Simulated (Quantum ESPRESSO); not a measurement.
# MnS (Browneite): parallel and opposed starts, part 2 of 2

Does MnS (Browneite) prefer parallel or opposed moments?

Quantum ESPRESSO 7.5; LDA with U = 4 eV on Mn d (ortho-atomic projectors); plane waves with GBRV 1.5 LDA potentials, no spin-orbit coupling.

So far: The structure; Run 1, typed as ferro +.

## 3. Start 2: antiferro q=(0,1/2,1/2) +−

This order needs a doubled cell of 4 atoms. The wavevector q is in fractions of the reciprocal vectors of the crystal's primitive cell, as the cells of these inputs are built from it; moments change sign between cells as cos(2π q·R).

Input file pw.in:

```
&CONTROL
  calculation = 'scf'
  prefix = 'pwscf'
  outdir = './tmp'
  pseudo_dir = './pseudo'
  disk_io = 'nowf'
/
&SYSTEM
  ibrav = 0
  celldm(1) = 8
  nat = 4
  ntyp = 3
  ecutwfc = 40
  ecutrho = 280
  nbnd = 30
  occupations = 'smearing'
  smearing = 'fd'
  degauss = 0.00367493
  nspin = 2
  starting_magnetization(1) = 0.3
  starting_magnetization(2) = -0.3
  starting_magnetization(3) = 0
/
&ELECTRONS
  conv_thr = 8d-09
  electron_maxstep = 150
  mixing_beta = 0.3
/
ATOMIC_SPECIES
Mn1    54.9380 mn_lda_v1.5.uspp.F.UPF
Mn2    54.9380 mn_lda_v1.5.uspp.F.UPF
S      32.0600 s_lda_v1.4.uspp.F.UPF
CELL_PARAMETERS alat
   0.0000000000000    0.6614041436190    0.6614041436190
   1.3228082872380    0.0000000000000    1.3228082872380
   1.3228082872380    0.6614041436190    0.6614041436190
ATOMIC_POSITIONS crystal
Mn1     0.0000000000    0.0000000000    0.0000000000
Mn2     0.0000000000    0.5000000000    0.0000000000
S       0.2500000000    0.0000000000    0.2500000000
S       0.2500000000    0.5000000000    0.2500000000
K_POINTS automatic
6 3 6 0 0 0
HUBBARD {ortho-atomic}
U Mn1-3d 4.0000
U Mn2-3d 4.0000
```

On the command line:

```bash
> OMP_NUM_THREADS=1 mpirun -n 4 pw.x -nk 4 -in pw.in > pw.out
```

Output:

```text
[banner, memory and clock lines left out]
Program PWSCF v.7.5 starts

     Message from routine setup:
     using ibrav=0 with symmetry is DISCOURAGED, use correct ibrav instead

     bravais-lattice index     =            0
     lattice parameter (alat)  =       8.0000  a.u.
     unit-cell volume          =     592.5578 (a.u.)^3
     number of atoms/cell      =            4
     number of atomic types    =            3
     number of electrons       =        42.00
     number of Kohn-Sham states=           30
     kinetic-energy cutoff     =      40.0000  Ry
     charge density cutoff     =     280.0000  Ry
     scf convergence threshold =      8.0E-09
     mixing beta               =       0.3000
     number of iterations used =            8  plain     mixing
     Exchange-correlation=  SLA  PZ   NOGX NOGC
                           (   1   1   0   0   0   0   0)
     Hubbard projectors: ortho-atomic
     Hubbard parameters of DFT+U (Dudarev formulation) in eV:
     U(Mn1-3d) =  4.0000
     U(Mn2-3d) =  4.0000

     Internal variables: lda_plus_u =T, lda_plus_u_kind = 0

     Internal variables: orbital_resolved =F, hub_pot_fix =F, apply_U = F

     celldm(1)=   8.000000  celldm(2)=   0.000000  celldm(3)=   0.000000
     celldm(4)=   0.000000  celldm(5)=   0.000000  celldm(6)=   0.000000

     crystal axes: (cart. coord. in units of alat)
               a(1) = (   0.000000   0.661404   0.661404 )
               a(2) = (   1.322808   0.000000   1.322808 )
               a(3) = (   1.322808   0.661404   0.661404 )

     reciprocal axes: (cart. coord. in units 2 pi/alat)
               b(1) = ( -0.755967  0.755967  0.755967 )
               b(2) = (  0.000000 -0.755967  0.755967 )
               b(3) = (  0.755967  0.755967 -0.755967 )

     PseudoPot. # 1 for Mn read from file:
     mn_lda_v1.5.uspp.F.UPF
     Pseudo is Ultrasoft + core correction, Zval = 15.0

     PseudoPot. # 2 for Mn read from file:
     mn_lda_v1.5.uspp.F.UPF
     Pseudo is Ultrasoft + core correction, Zval = 15.0

     PseudoPot. # 3 for S  read from file:
     s_lda_v1.4.uspp.F.UPF
     Pseudo is Ultrasoft + core correction, Zval =  6.0

     atomic species   valence    mass     pseudopotential
     Mn1              15.00    54.93800     Mn( 1.00)
     Mn2              15.00    54.93800     Mn( 1.00)
     S                 6.00    32.06000     S ( 1.00)

     Starting magnetic structure
     atomic species   magnetization
     Mn1             0.300
     Mn2            -0.300
     S               0.000

      8 Sym. Ops. (no inversion) found

   Cartesian axes

     site n.     atom                  positions (alat units)
         1        Mn1    tau(   1) = (   0.0000000   0.0000000   0.0000000  )
         2        Mn2    tau(   2) = (   0.6614041   0.0000000   0.6614041  )
         3        S      tau(   3) = (   0.3307021   0.3307021   0.3307021  )
         4        S      tau(   4) = (   0.9921062   0.3307021   0.9921062  )

     number of k points=    20  Fermi-Dirac smearing, width (Ry)=  0.0037
                       cart. coord. in units 2pi/alat
        k(    1) = (   0.0000000   0.0000000   0.0000000), wk =   0.0092593
        k(    2) = (   0.1259946   0.1259946  -0.1259946), wk =   0.0740741
        k(    3) = (   0.2519891   0.2519891  -0.2519891), wk =   0.0740741
        k(    4) = (  -0.3779837  -0.3779837   0.3779837), wk =   0.0185185
        k(    5) = (   0.0000000  -0.2519891   0.2519891), wk =   0.0370370
        [... 15 further k-points ...]

     Dense  grid:    46901 G-vectors     FFT dimensions: (  40,  80,  72)

     Smooth grid:    20215 G-vectors     FFT dimensions: (  32,  64,  54)

     Check: negative core charge=   -0.000033
     Generating pointlists ...
     new r_m :   0.2363 (alat units)  1.8902 (a.u.) for type    1
     new r_m :   0.2363 (alat units)  1.8902 (a.u.) for type    2
     new r_m :   0.2363 (alat units)  1.8902 (a.u.) for type    3

     Initial potential from superposition of free atoms

     starting charge      40.9998, renormalised to      42.0000

     STARTING HUBBARD OCCUPATIONS:

     =================== HUBBARD OCCUPATIONS ===================
     ------------------------ ATOM    1 ------------------------
     Tr[ns(  1)] (up, down, total) =   5.00000  0.00000  5.00000
     Atomic magnetic moment for atom   1 =   5.00000
     [... lines left out ...]
     ------------------------ ATOM    2 ------------------------
     Tr[ns(  2)] (up, down, total) =   0.00000  5.00000  5.00000
     Atomic magnetic moment for atom   2 =  -5.00000
     [... lines left out ...]
     Number of occupied Hubbard levels =   10.0000

     Atomic wfc used for Hubbard projectors are orthogonalized

     Starting wfcs are   34 randomized atomic wfcs

     Self-consistent Calculation

     iteration #  1     ecut=    40.00 Ry     beta= 0.30
     Davidson diagonalization with overlap
     ethr =  1.00E-02,  avg # of iterations =  4.6

     =================== HUBBARD OCCUPATIONS ===================
     ------------------------ ATOM    1 ------------------------
     Tr[ns(  1)] (up, down, total) =   4.80425  0.18170  4.98595
     Atomic magnetic moment for atom   1 =   4.62255
     [... lines left out ...]
     ------------------------ ATOM    2 ------------------------
     Tr[ns(  2)] (up, down, total) =   0.18173  4.80466  4.98640
     Atomic magnetic moment for atom   2 =  -4.62293
     [... lines left out ...]
     Number of occupied Hubbard levels =    9.9724

     total energy              =    -470.29842349 Ry
     estimated scf accuracy    <       1.03714930 Ry

     total magnetization       =    -0.00 Bohr mag/cell
     absolute magnetization    =     9.45 Bohr mag/cell

     iteration #  2     ecut=    40.00 Ry     beta= 0.30
     Davidson diagonalization with overlap
     ethr =  2.47E-03,  avg # of iterations =  2.0

     total energy              =    -470.48143343 Ry
     estimated scf accuracy    <       0.04758736 Ry

     total magnetization       =     0.00 Bohr mag/cell
     absolute magnetization    =     9.51 Bohr mag/cell

     [... further iterations left out ...]

     iteration # 12     ecut=    40.00 Ry     beta= 0.30
     Davidson diagonalization with overlap
     ethr =  3.07E-10,  avg # of iterations =  1.9

     negative rho (up, down):  2.401E-04 2.401E-04

     total energy              =    -470.49855842 Ry
     estimated scf accuracy    <       0.00000008 Ry

     total magnetization       =     0.00 Bohr mag/cell
     absolute magnetization    =     9.53 Bohr mag/cell

     iteration # 13     ecut=    40.00 Ry     beta= 0.30
     Davidson diagonalization with overlap
     ethr =  1.97E-10,  avg # of iterations =  2.0

     negative rho (up, down):  2.401E-04 2.401E-04

     Magnetic moment per site  (integrated on atomic sphere of radius R)
     atom   1 (R=0.236)  charge= 12.9234  magn=  4.2513
     atom   2 (R=0.236)  charge= 12.9234  magn= -4.2513
     atom   3 (R=0.236)  charge=  4.2133  magn= -0.0000
     atom   4 (R=0.236)  charge=  4.2133  magn=  0.0000

     End of self-consistent calculation

     =================== HUBBARD OCCUPATIONS ===================
     ------------------------ ATOM    1 ------------------------
     Tr[ns(  1)] (up, down, total) =   4.94169  0.33369  5.27538
     Atomic magnetic moment for atom   1 =   4.60800
     [... lines left out ...]
     ------------------------ ATOM    2 ------------------------
     Tr[ns(  2)] (up, down, total) =   0.33369  4.94169  5.27538
     Atomic magnetic moment for atom   2 =  -4.60800
     [... lines left out ...]
     Number of occupied Hubbard levels =   10.5508

     [... lines left out ...]
     the Fermi energy is     7.0923 ev

!    total energy              =    -470.49855844 Ry
     estimated scf accuracy    <          3.5E-09 Ry
     smearing contrib. (-TS)   =      -0.00000000 Ry
     internal energy E=F+TS    =    -470.49855844 Ry

     The total energy is F=E-TS. E is the sum of the following terms:
     one-electron contribution =    -316.18062561 Ry
     hartree contribution      =     168.51372353 Ry
     xc contribution           =     -69.50128120 Ry
     ewald contribution        =    -253.43760863 Ry
     Hubbard energy            =       0.10723346 Ry

     total magnetization       =     0.00 Bohr mag/cell
     absolute magnetization    =     9.53 Bohr mag/cell

     convergence has been achieved in  13 iterations
```

Elapsed: 34 s, on 4 MPI ranks of Arm Neoverse V1, shared host; peak memory 0.55 GiB.

Spin moment in the atom's sphere by atom:

```csv
atom,spin moment in the atom's sphere (μB)
Mn1,4.25
Mn2,-4.25
S3,0.00
S4,0.00
```

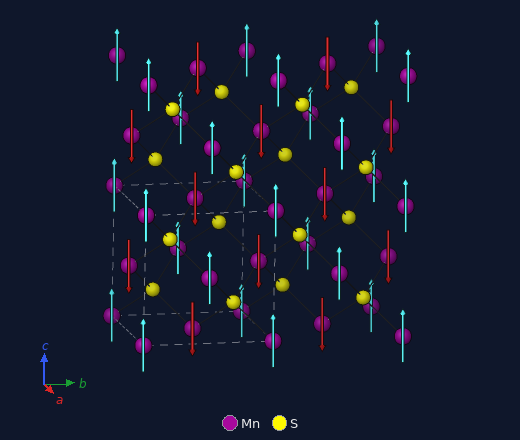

Spin moment in the atom's sphere as arrows, the longest 4.25 μB. Up and down stand for the sign. Arrows give size and sign along the axis of quantisation, drawn up and down the page. The two directions have two colours. Bonds to atoms that aren't drawn are left out. 1×2×2 conventional cells are drawn. Some periodic images of atoms are drawn too.

Read from the output:

* smearing term TS: 1.52e-12 eV
* magnetization: 0 μB
* absolute magnetization: 9.526 μB
* final state: antiferromagnetic

## 4. Start 3: antiferro q=(0,0,1/2) +−

This order needs a doubled cell of 4 atoms.

Edit pw.in of step 3 so:

```diff
@@ -34,11 +34,11 @@
    0.0000000000000    0.6614041436190    0.6614041436190
-   1.3228082872380    0.0000000000000    1.3228082872380
-   1.3228082872380    0.6614041436190    0.6614041436190
+   0.6614041436190    0.0000000000000    0.6614041436190
+   1.3228082872380    1.3228082872380    0.0000000000000
 ATOMIC_POSITIONS crystal
 Mn1     0.0000000000    0.0000000000    0.0000000000
-Mn2     0.0000000000    0.5000000000    0.0000000000
-S       0.2500000000    0.0000000000    0.2500000000
-S       0.2500000000    0.5000000000    0.2500000000
+Mn2     0.0000000000    0.0000000000    0.5000000000
+S       0.2500000000    0.2500000000    0.1250000000
+S       0.2500000000    0.2500000000    0.6250000000
 K_POINTS automatic
-6 3 6 0 0 0
+6 6 3 0 0 0
 HUBBARD {ortho-atomic}
```

Output:

```text
     [... lines left out ...]
Program PWSCF v.7.5 starts
     [... lines left out ...]
     number of atoms/cell      =            4
     [... lines left out ...]
     number of electrons       =        42.00
     number of Kohn-Sham states=           30
     kinetic-energy cutoff     =      40.0000  Ry
     charge density cutoff     =     280.0000  Ry
     scf convergence threshold =      8.0E-09
     [... lines left out ...]
      6 Sym. Ops. (no inversion) found
     [... lines left out ...]
     number of k points=    16  Fermi-Dirac smearing, width (Ry)=  0.0037
     [... lines left out ...]
     iteration # 13     ecut=    40.00 Ry     beta= 0.30
     [... lines left out ...]
     Magnetic moment per site  (integrated on atomic sphere of radius R)
     atom   1 (R=0.236)  charge= 12.9222  magn=  4.2700
     atom   2 (R=0.236)  charge= 12.9222  magn= -4.2700
     atom   3 (R=0.236)  charge=  4.2159  magn=  0.0346
     atom   4 (R=0.236)  charge=  4.2159  magn= -0.0346
     [... lines left out ...]
     Tr[ns(  1)] (up, down, total) =   4.94461  0.32157  5.26618
     [... lines left out ...]
     Tr[ns(  2)] (up, down, total) =   0.32157  4.94461  5.26618
     [... lines left out ...]
     the Fermi energy is     7.3363 ev
!    total energy              =    -470.49469771 Ry
     estimated scf accuracy    <          3.0E-09 Ry
     smearing contrib. (-TS)   =      -0.00000000 Ry
     [... lines left out ...]
     total magnetization       =    -0.00 Bohr mag/cell
     absolute magnetization    =     9.61 Bohr mag/cell
     convergence has been achieved in  13 iterations
```

Wall time 17 s (4 MPI ranks); peak memory 0.5 GiB.

Spin moment in the atom's sphere by atom:

| atom | spin moment in the atom's sphere (μB) |
| --- | --- |
| Mn1 | 4.27 |
| Mn2 | -4.27 |
| S3 | 0.03 |
| S4 | -0.03 |

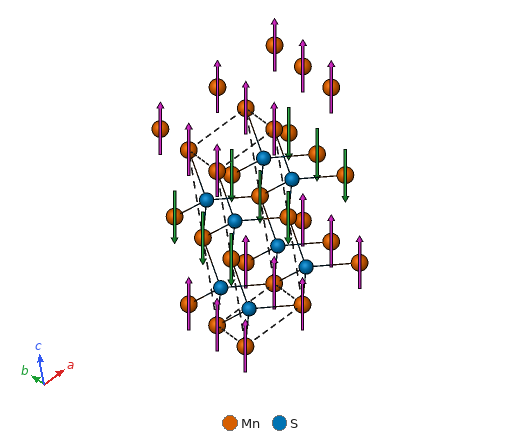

Spin moment in the atom's sphere as arrows, the longest 4.27 μB. Up and down stand for the sign. Arrows give size and sign along the axis of quantisation, drawn up and down the page. The two directions have two colours. Bonds to atoms that aren't drawn are left out. 2×2×1 cells are drawn. Some periodic images of atoms are drawn too.

Numbers from this step:

- smearing term TS: 1.70e-10 eV
- magnetization: 0 μB
- absolute magnetization: 9.612 μB
- final state: antiferromagnetic

## 5. The states side by side

An order is kept where moments of 0.15 μB or more survive with the typed signs; meshes match where a doubled cell samples the same k points as the first cell.

Orders:

```
                     start        final state  typed order kept  energy over the lowest (meV a seeded atom)  largest site moment (μB)  net moment (μB a cell of the first run)  mesh matched  CPU time (s)
                   ferro +      ferromagnetic               yes                                       113.4                     4.332                                        5           yes         18.41
antiferro q=(0,1/2,1/2) +-  antiferromagnetic               yes                                           0                     4.251                                        0           yes         134.1
  antiferro q=(0,0,1/2) +-  antiferromagnetic               yes                                       26.26                      4.27                                        0           yes            69
```

## 6. Energy mapping

E = −Σ J e·e over ordered pairs of unit vectors, so each pair counts twice. As many shells are taken as there are differences of energy, so the couplings are solved for and no residual tests the model; further shells are folded in, and shells whose pairs keep their relative signs in all orders cancel and are not probed. Couplings from the energies:

```csv
pair,distance (Å),neighbours an atom,J (meV)
Mn-Mn,3.96,12,-7.086
Mn-Mn,5.6,6,-0.1734
```

## 7. Occupations of the corrected shells in the lowest state

Occupations of the Hubbard shells:

```csv
block,type,shell,spin,electrons,occupation numbers
1,Mn1,3d,up,4.942,0.983 0.985 0.985 0.994 0.995
1,Mn1,3d,down,0.3337,0.029 0.034 0.088 0.088 0.095
2,Mn2,3d,up,0.3337,0.029 0.034 0.088 0.088 0.095
2,Mn2,3d,down,4.942,0.983 0.985 0.985 0.994 0.995
```

## 8. Outcome

```
lowest state found                                                     : antiferromagnetic (from antiferro q=(0,1/2,1/2) +-)
largest site moment                                                    : 4.25 μB
next state with moments                                                : antiferromagnetic, 26.3 meV a seeded atom higher
J of the weightiest shell (Mn-Mn, 3.96 Å; E = −Σ J e·e, ordered pairs) : -7.09 meV
```

In words: The largest moment changes by 1.9 % between the kept orders, as for well localised moments. This is the lowest of 3 collinear or spinless starts, no proof of the ground state.

[Logs and program files are shortened in this print: banners, set-up blocks, solver, clock and traceback lines can be left out without a mark of their own.]

[Logs are printed without paths, hosts, clocks, repeated set-up lines and the standing remarks that a program may print on its own settings, such as how far it seeks lower states.]

[Hosts, paths, dates, database ids (printed as entryN), source tags and the programs' standing remarks are cut or masked in the printed files.]

[Where a cell is said to come from a database of computed structures, the database is the Materials Project.]
